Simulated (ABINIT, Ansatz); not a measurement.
# TlGeH3 (Pm-3m): zone-centre phonons, part 3 of 4

Which modes does TlGeH3 (Pm-3m) have at the zone centre?

ABINIT 10.8.3; DFT LDA, scalar-relativistic, plane waves, HGH norm-conserving pseudopotentials.

So far. Step 3 (Ground state): The cell stands at -0.48 GPa: the relaxation ran with a smoothed and higher cutoff, and the difference is a stress of the finite basis. Step 4 (Zone-centre response): The acoustic modes at Γ come out as far as 0.2 cm⁻¹ from zero, where they should vanish, a small numerical error. The lowest optical mode is imaginary, 987i cm⁻¹, an instability at this level and on this k mesh. The relaxed cell has a = 3.852 Å (conventional setting).

The structure was built from a prototype and need not be the compound's stable phase.

### 5. Zone-centre analysis

anaddb reads the merged derivatives and imposes the acoustic sum rule.

anaddb.abi reads:

```
ddb_filepath "gamma_DDB"
output_file "anaddb.abo"
outdata_prefix "anaddb"
asr 1
chneut 1
enunit 2
eivec 1
nph1l 1
qph1l 0.0 0.0 0.0 1.0
```

mrgddb.in reads:

```
gamma_DDB
merged
2
dfpt_gammao_DDB
gso_DDB
```

Launch:

```sh
> mrgddb < mrgddb.in > mrgddb.log
> OMP_NUM_THREADS=1 anaddb anaddb.abi > anaddb.log
```

anaddb.abo, the main output file:

```text
-outvars_anaddb: echo values of input variables ----------------------

 Miscellaneous information :
      enunit         2
       eivec         1
         asr         1
 First list of wavevector (reduced coord.) :
       nph1l         1
       qph1l
                     0.00000000E+00  0.00000000E+00  0.00000000E+00    1.000E+00

================================================================================

 read the DDB information and perform some checks

  ==== Info on the Cryst% object ====
 Real(R)+Recip(G) space primitive vectors, cartesian coordinates (Bohr,Bohr^-1):
 R(1)=  7.2790378  0.0000000  0.0000000  G(1)=  0.1373808  0.0000000  0.0000000
 R(2)=  0.0000000  7.2790378  0.0000000  G(2)=  0.0000000  0.1373808  0.0000000
 R(3)=  0.0000000  0.0000000  7.2790378  G(3)=  0.0000000  0.0000000  0.1373808
 Unit cell volume ucvol=  3.8567538E+02 bohr^3
 Angles (23,13,12)=  9.00000000E+01  9.00000000E+01  9.00000000E+01 degrees
 Time-reversal symmetry is present
 Reduced atomic positions [iatom, xred, symbol]:
    1)    0.0000000  0.0000000  0.0000000  Tl
    2)    0.5000000  0.5000000  0.5000000  Ge
    3)    0.5000000  0.5000000  0.0000000   H
    4)    0.5000000  0.0000000  0.5000000   H
    5)    0.0000000  0.5000000  0.5000000   H

 DDB file with 3 blocks has been read.

================================================================================

 Treat the first list of vectors

  Phonon wavevector (reduced coordinates) :  0.00000  0.00000  0.00000
 Phonon energies in Hartree :
  -4.495972E-03 -4.495972E-03 -4.495972E-03  0.000000E+00  0.000000E+00
   0.000000E+00  3.932421E-04  3.932421E-04  3.932421E-04  2.387518E-03
   2.387518E-03  2.387518E-03  2.570913E-03  2.570913E-03  2.570913E-03
 Phonon energies in meV     :
- -1.223416E+02 -1.223416E+02 -1.223416E+02  0.000000E+00  0.000000E+00
-  0.000000E+00  1.070066E+01  1.070066E+01  1.070066E+01  6.496767E+01
-  6.496767E+01  6.496767E+01  6.995811E+01  6.995811E+01  6.995811E+01
 Phonon frequencies in cm-1    :
- -9.867518E+02 -9.867518E+02 -9.867518E+02  0.000000E+00  0.000000E+00
-  0.000000E+00  8.630667E+01  8.630667E+01  8.630667E+01  5.239996E+02
-  5.239996E+02  5.239996E+02  5.642502E+02  5.642502E+02  5.642502E+02
 Phonon frequencies in Thz     :
- -2.958208E+01 -2.958208E+01 -2.958208E+01  0.000000E+00  0.000000E+00
-  0.000000E+00  2.587409E+00  2.587409E+00  2.587409E+00  1.570911E+01
-  1.570911E+01  1.570911E+01  1.691580E+01  1.691580E+01  1.691580E+01
 Phonon energies in Kelvin  :
- -1.419716E+03 -1.419716E+03 -1.419716E+03  0.000000E+00  0.000000E+00
-  0.000000E+00  1.241760E+02  1.241760E+02  1.241760E+02  7.539185E+02
-  7.539185E+02  7.539185E+02  8.118301E+02  8.118301E+02  8.118301E+02

 Eigendisplacements
 (will be given, for each mode : in cartesian coordinates
   for each atom the real part of the displacement vector,
   then the imaginary part of the displacement vector - absolute values smaller than 1.0d-7 are set to zero)
  Mode number    1   Energy   -4.495972E-03
 Attention : low frequency mode.
   (Could be unstable or acoustic mode)
-  1  4.79401235E-06  0.00000000E+00  0.00000000E+00
-     0.00000000E+00  0.00000000E+00  0.00000000E+00
-  2 -3.49489939E-04  0.00000000E+00  0.00000000E+00
-     0.00000000E+00  0.00000000E+00  0.00000000E+00
-  3  5.38552271E-04  0.00000000E+00  0.00000000E+00
-     0.00000000E+00  0.00000000E+00  0.00000000E+00
-  4  5.38552271E-04  7.15829728E-07  0.00000000E+00
-     0.00000000E+00  0.00000000E+00  0.00000000E+00
-  5  2.31273605E-02  0.00000000E+00  0.00000000E+00
-     0.00000000E+00  0.00000000E+00  0.00000000E+00
  Mode number    2   Energy   -4.495972E-03
 Attention : low frequency mode.
   (Could be unstable or acoustic mode)
-  1  0.00000000E+00 -4.79401235E-06  0.00000000E+00
-     0.00000000E+00  0.00000000E+00  0.00000000E+00
-  2  0.00000000E+00  3.49489939E-04  0.00000000E+00
-     0.00000000E+00  0.00000000E+00  0.00000000E+00
-  3  0.00000000E+00 -5.38552271E-04  0.00000000E+00
-     0.00000000E+00  0.00000000E+00  0.00000000E+00
-  4  0.00000000E+00 -2.31273605E-02  0.00000000E+00
-     0.00000000E+00  0.00000000E+00  0.00000000E+00
-  5  7.15829728E-07 -5.38552271E-04  0.00000000E+00
-     0.00000000E+00  0.00000000E+00  0.00000000E+00
  Mode number    3   Energy   -4.495972E-03
 Attention : low frequency mode.
   (Could be unstable or acoustic mode)
-  1  0.00000000E+00  0.00000000E+00  4.79401235E-06
-     0.00000000E+00  0.00000000E+00  0.00000000E+00
-  2  0.00000000E+00  0.00000000E+00 -3.49489939E-04
-     0.00000000E+00  0.00000000E+00  0.00000000E+00
-  3  0.00000000E+00  0.00000000E+00  2.31273605E-02
-     0.00000000E+00  0.00000000E+00  0.00000000E+00
-  4  0.00000000E+00  0.00000000E+00  5.38552271E-04
-     0.00000000E+00  0.00000000E+00  0.00000000E+00
-  5  0.00000000E+00  0.00000000E+00  5.38552271E-04
-     0.00000000E+00  0.00000000E+00  0.00000000E+00
  Mode number    4   Energy    0.000000E+00
 Attention : low frequency mode.
   (Could be unstable or acoustic mode)
-  1  0.00000000E+00  0.00000000E+00 -1.39967636E-03
-     0.00000000E+00  0.00000000E+00  0.00000000E+00
-  2  0.00000000E+00  0.00000000E+00 -1.39967672E-03
-     0.00000000E+00  0.00000000E+00  0.00000000E+00
-  3  0.00000000E+00  0.00000000E+00 -1.39967676E-03
-     0.00000000E+00  0.00000000E+00  0.00000000E+00
-  4  0.00000000E+00  0.00000000E+00 -1.39967605E-03
-     0.00000000E+00  0.00000000E+00  0.00000000E+00
-  5  0.00000000E+00  0.00000000E+00 -1.39967605E-03
-     0.00000000E+00  0.00000000E+00  0.00000000E+00
  Mode number    5   Energy    0.000000E+00
 Attention : low frequency mode.
   (Could be unstable or acoustic mode)
-  1  0.00000000E+00  1.39967636E-03  0.00000000E+00
-     0.00000000E+00  0.00000000E+00  0.00000000E+00
-  2  0.00000000E+00  1.39967672E-03  0.00000000E+00
-     0.00000000E+00  0.00000000E+00  0.00000000E+00
-  3  0.00000000E+00  1.39967605E-03  0.00000000E+00
-     0.00000000E+00  0.00000000E+00  0.00000000E+00
-  4  0.00000000E+00  1.39967676E-03  0.00000000E+00
-     0.00000000E+00  0.00000000E+00  0.00000000E+00
-  5  0.00000000E+00  1.39967605E-03  0.00000000E+00
-     0.00000000E+00  0.00000000E+00  0.00000000E+00
  Mode number    6   Energy    0.000000E+00
 Attention : low frequency mode.
   (Could be unstable or acoustic mode)
-  1  1.39967636E-03  0.00000000E+00  0.00000000E+00
-     0.00000000E+00  0.00000000E+00  0.00000000E+00
-  2  1.39967672E-03  0.00000000E+00  0.00000000E+00
-     0.00000000E+00  0.00000000E+00  0.00000000E+00
-  3  1.39967605E-03  0.00000000E+00  0.00000000E+00
-     0.00000000E+00  0.00000000E+00  0.00000000E+00
-  4  1.39967605E-03  0.00000000E+00  0.00000000E+00
-     0.00000000E+00  0.00000000E+00  0.00000000E+00
-  5  1.39967676E-03  0.00000000E+00  0.00000000E+00
-     0.00000000E+00  0.00000000E+00  0.00000000E+00
  Mode number    7   Energy    3.932421E-04
-  1  0.00000000E+00  0.00000000E+00 -8.51320370E-04
-     0.00000000E+00  0.00000000E+00  0.00000000E+00
-  2  0.00000000E+00  0.00000000E+00  2.30601435E-03
-     0.00000000E+00  0.00000000E+00  0.00000000E+00
-  3  0.00000000E+00  0.00000000E+00  2.45175341E-03
-     0.00000000E+00  0.00000000E+00  0.00000000E+00
-  4  0.00000000E+00  0.00000000E+00  2.02626214E-03
-     0.00000000E+00  0.00000000E+00  0.00000000E+00
-  5  0.00000000E+00  0.00000000E+00  2.02626214E-03
-     0.00000000E+00  0.00000000E+00  0.00000000E+00
  Mode number    8   Energy    3.932421E-04
-  1  0.00000000E+00 -8.51320370E-04  0.00000000E+00
-     0.00000000E+00  0.00000000E+00  0.00000000E+00
-  2  0.00000000E+00  2.30601435E-03  0.00000000E+00
-     0.00000000E+00  0.00000000E+00  0.00000000E+00
-  3  0.00000000E+00  2.02626214E-03  0.00000000E+00
-     0.00000000E+00  0.00000000E+00  0.00000000E+00
-  4  0.00000000E+00  2.45175340E-03  0.00000000E+00
-     0.00000000E+00  0.00000000E+00  0.00000000E+00
-  5  0.00000000E+00  2.02626214E-03  0.00000000E+00
-     0.00000000E+00  0.00000000E+00  0.00000000E+00
  Mode number    9   Energy    3.932421E-04
-  1  8.51320370E-04  0.00000000E+00  0.00000000E+00
-     0.00000000E+00  0.00000000E+00  0.00000000E+00
-  2 -2.30601435E-03  0.00000000E+00  0.00000000E+00
-     0.00000000E+00  0.00000000E+00  0.00000000E+00
-  3 -2.02626214E-03  0.00000000E+00  0.00000000E+00
-     0.00000000E+00  0.00000000E+00  0.00000000E+00
-  4 -2.02626214E-03  0.00000000E+00  0.00000000E+00
-     0.00000000E+00  0.00000000E+00  0.00000000E+00
-  5 -2.45175341E-03  0.00000000E+00  0.00000000E+00
-     0.00000000E+00  0.00000000E+00  0.00000000E+00
  Mode number   10   Energy    2.387518E-03
-  1  0.00000000E+00  0.00000000E+00  1.45177607E-05
-     0.00000000E+00  0.00000000E+00  0.00000000E+00
-  2  0.00000000E+00  0.00000000E+00  3.95241841E-04
-     0.00000000E+00  0.00000000E+00  0.00000000E+00
-  3  0.00000000E+00 -1.27749170E-06  1.18890826E-03
-     0.00000000E+00  0.00000000E+00  0.00000000E+00
-  4  0.00000000E+00  0.00000000E+00 -1.63025880E-02
-     0.00000000E+00  0.00000000E+00  0.00000000E+00
-  5  0.00000000E+00 -1.27749170E-06 -1.63025880E-02
-     0.00000000E+00  0.00000000E+00  0.00000000E+00
  Mode number   11   Energy    2.387518E-03
-  1  0.00000000E+00 -1.45177607E-05  0.00000000E+00
-     0.00000000E+00  0.00000000E+00  0.00000000E+00
-  2  0.00000000E+00 -3.95241841E-04  0.00000000E+00
-     0.00000000E+00  0.00000000E+00  0.00000000E+00
-  3 -4.85096713E-07  1.63025880E-02  0.00000000E+00
-     0.00000000E+00  0.00000000E+00  0.00000000E+00
-  4 -4.85096713E-07 -1.18890826E-03 -1.27749179E-06
-     0.00000000E+00  0.00000000E+00  0.00000000E+00
-  5  0.00000000E+00  1.63025880E-02 -1.27749179E-06
-     0.00000000E+00  0.00000000E+00  0.00000000E+00
  Mode number   12   Energy    2.387518E-03
-  1  1.45177607E-05  0.00000000E+00  0.00000000E+00
-     0.00000000E+00  0.00000000E+00  0.00000000E+00
-  2  3.95241842E-04  0.00000000E+00  0.00000000E+00
-     0.00000000E+00  0.00000000E+00  0.00000000E+00
-  3 -1.63025881E-02 -4.85096952E-07  0.00000000E+00
-     0.00000000E+00  0.00000000E+00  0.00000000E+00
-  4 -1.63025881E-02  0.00000000E+00  0.00000000E+00
-     0.00000000E+00  0.00000000E+00  0.00000000E+00
-  5  1.18890826E-03 -4.85096952E-07  0.00000000E+00
-     0.00000000E+00  0.00000000E+00  0.00000000E+00
  Mode number   13   Energy    2.570913E-03
-  1  0.00000000E+00  0.00000000E+00  0.00000000E+00
-     0.00000000E+00  0.00000000E+00  0.00000000E+00
-  2  0.00000000E+00  0.00000000E+00  0.00000000E+00
-     0.00000000E+00  0.00000000E+00  0.00000000E+00
-  3  0.00000000E+00  1.41232916E-06  0.00000000E+00
-     0.00000000E+00  0.00000000E+00  0.00000000E+00
-  4  0.00000000E+00  0.00000000E+00 -1.64963404E-02
-     0.00000000E+00  0.00000000E+00  0.00000000E+00
-  5  0.00000000E+00 -1.41232916E-06  1.64963404E-02
-     0.00000000E+00  0.00000000E+00  0.00000000E+00
  Mode number   14   Energy    2.570913E-03
-  1  0.00000000E+00  0.00000000E+00  0.00000000E+00
-     0.00000000E+00  0.00000000E+00  0.00000000E+00
-  2  0.00000000E+00  0.00000000E+00  0.00000000E+00
-     0.00000000E+00  0.00000000E+00  0.00000000E+00
-  3  9.17193732E-07 -1.64963404E-02  0.00000000E+00
-     0.00000000E+00  0.00000000E+00  0.00000000E+00
-  4 -9.17193732E-07  0.00000000E+00 -1.41232866E-06
-     0.00000000E+00  0.00000000E+00  0.00000000E+00
-  5  0.00000000E+00  1.64963404E-02  1.41232866E-06
-     0.00000000E+00  0.00000000E+00  0.00000000E+00
  Mode number   15   Energy    2.570913E-03
-  1  0.00000000E+00  0.00000000E+00  0.00000000E+00
-     0.00000000E+00  0.00000000E+00  0.00000000E+00
-  2  0.00000000E+00  0.00000000E+00  0.00000000E+00
-     0.00000000E+00  0.00000000E+00  0.00000000E+00
-  3  1.64963404E-02  9.17192956E-07  0.00000000E+00
-     0.00000000E+00  0.00000000E+00  0.00000000E+00
-  4 -1.64963404E-02  0.00000000E+00  0.00000000E+00
-     0.00000000E+00  0.00000000E+00  0.00000000E+00
-  5  0.00000000E+00 -9.17192956E-07  0.00000000E+00
-     0.00000000E+00  0.00000000E+00  0.00000000E+00

 Analysis of degeneracies and characters (maximum tolerance=1.00E-06 a.u.)
 For each vibration mode, or group of modes if degenerate,
 the characters are given for each symmetry operation (see the list in the log file).
 Symmetry characters of vibration mode #   1
       degenerate with vibration modes #   2 to    3
  3.0 -3.0 -1.0  1.0 -1.0  1.0 -1.0  1.0  1.0 -1.0 -1.0  1.0  1.0 -1.0 -1.0  1.0
  0.0 -0.0 -0.0  0.0 -0.0  0.0  0.0 -0.0  1.0 -1.0 -1.0  1.0 -1.0  1.0  1.0 -1.0
  0.0 -0.0 -0.0  0.0  0.0 -0.0 -0.0  0.0  1.0 -1.0  1.0 -1.0 -1.0  1.0 -1.0  1.0
 Symmetry characters of vibration mode #   4
       degenerate with vibration modes #   5 to    6
  3.0 -3.0 -1.0  1.0 -1.0  1.0 -1.0  1.0  1.0 -1.0 -1.0  1.0  1.0 -1.0 -1.0  1.0
  0.0 -0.0  0.0 -0.0 -0.0  0.0 -0.0  0.0  1.0 -1.0 -1.0  1.0 -1.0  1.0  1.0 -1.0
  0.0 -0.0 -0.0  0.0 -0.0  0.0  0.0 -0.0  1.0 -1.0  1.0 -1.0 -1.0  1.0 -1.0  1.0
 Symmetry characters of vibration mode #   7
       degenerate with vibration modes #   8 to    9
  3.0 -3.0 -1.0  1.0 -1.0  1.0 -1.0  1.0  1.0 -1.0 -1.0  1.0  1.0 -1.0 -1.0  1.0
 -0.0  0.0 -0.0  0.0  0.0 -0.0  0.0 -0.0  1.0 -1.0 -1.0  1.0 -1.0  1.0  1.0 -1.0
 -0.0  0.0  0.0 -0.0  0.0 -0.0 -0.0  0.0  1.0 -1.0  1.0 -1.0 -1.0  1.0 -1.0  1.0
 Symmetry characters of vibration mode #  10
       degenerate with vibration modes #  11 to   12
  3.0 -3.0 -1.0  1.0 -1.0  1.0 -1.0  1.0  1.0 -1.0 -1.0  1.0  1.0 -1.0 -1.0  1.0
 -0.0  0.0  0.0 -0.0  0.0 -0.0  0.0 -0.0  1.0 -1.0 -1.0  1.0 -1.0  1.0  1.0 -1.0
 -0.0  0.0  0.0 -0.0  0.0 -0.0  0.0 -0.0  1.0 -1.0  1.0 -1.0 -1.0  1.0 -1.0  1.0
 Symmetry characters of vibration mode #  13
       degenerate with vibration modes #  14 to   15
  3.0 -3.0 -1.0  1.0 -1.0  1.0 -1.0  1.0 -1.0  1.0  1.0 -1.0 -1.0  1.0  1.0 -1.0
 -0.0  0.0  0.0 -0.0 -0.0  0.0  0.0 -0.0 -1.0  1.0  1.0 -1.0  1.0 -1.0 -1.0  1.0
 -0.0  0.0 -0.0  0.0  0.0 -0.0  0.0 -0.0 -1.0  1.0 -1.0  1.0  1.0 -1.0  1.0 -1.0
-
```

Wall time 0.52 s (1 thread of Arm Neoverse V2, shared host).

No LO-TO term; unit eigenvectors of the mass-weighted matrix, from anaddb's displacements. The modes at Γ (shares of kinetic energy by element, %) (negative means imaginary):

```csv
mode,frequency (cm⁻¹),symmetry,Tl %,Ge %,H %
1,-986.8,T1u,0,2,98
2,-986.8,T1u,0,2,98
3,-986.8,T1u,0,2,98
4,0.0,acoustic,73,26,1
5,0.0,acoustic,73,26,1
6,0.0,acoustic,73,26,1
7,86.3,T1u,27,70,3
8,86.3,T1u,27,70,3
9,86.3,T1u,27,70,3
10,524.0,T1u,0,2,98
11,524.0,T1u,0,2,98
12,524.0,T1u,0,2,98
13,564.3,T2u,0,0,100
14,564.3,T2u,0,0,100
15,564.3,T2u,0,0,100
```

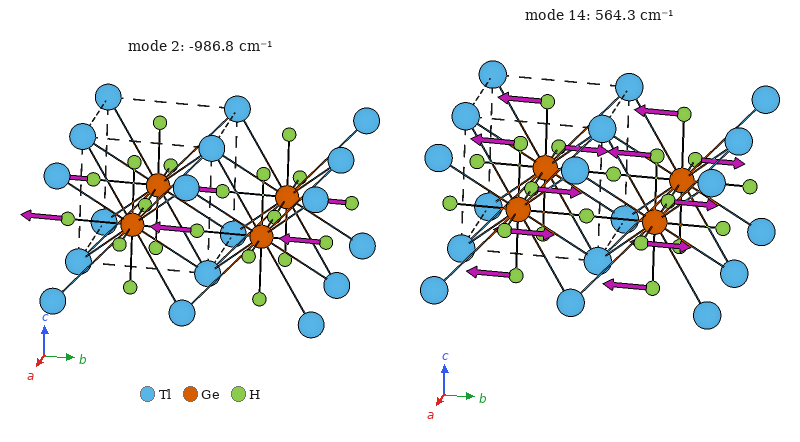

Displacement patterns of modes 2 and 14 at Γ; arrows are exaggerated. 2×2×1 cells are drawn. Some periodic images of atoms are drawn too.

The rule moves no optical mode by more than 0.1 cm⁻¹.

[end of part 3 of 4]

[Host names and launcher messages were left out of these logs when they were recorded.]

[Logs are printed without paths, hosts, clocks, repeated set-up lines and the standing remarks that a program may print on its own settings, such as how far it seeks lower states.]

[Hosts, paths, dates, database ids (printed as entryN), source tags and the programs' standing remarks are cut or masked in the printed files.]
